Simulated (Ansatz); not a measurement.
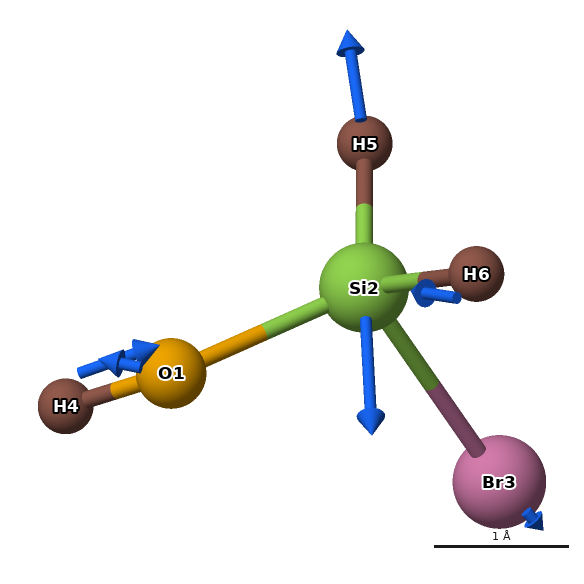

Arrows show the forces on the atoms, 0.4 Å of arrow for 1 eV/Å; forces under a tenth of the largest aren't drawn. Level of theory: PBE0-D4/def2-TZVPP (Ansatz 0.2.0).

### On which atom is the force largest, and how large is it?

On Si2: 2.74 eV/Å.

### Which bond do the forces act along most?

Si2–H5, now 1.398 Å: the forces push its atoms apart, so a first step downhill lengthens it.

List the force components in the frame of the picture (x right, y up, z towards the viewer), in eV/Å.

```tsv
atom	Fx	Fy	Fz
O1	−0.82	0.16	−0.23
Si2	0.12	−2.18	1.66
Br3	0.32	−0.36	−0.15
H4	1.52	0.53	0.48
H5	−0.26	1.71	−0.64
H6	−0.87	0.13	−1.11
```
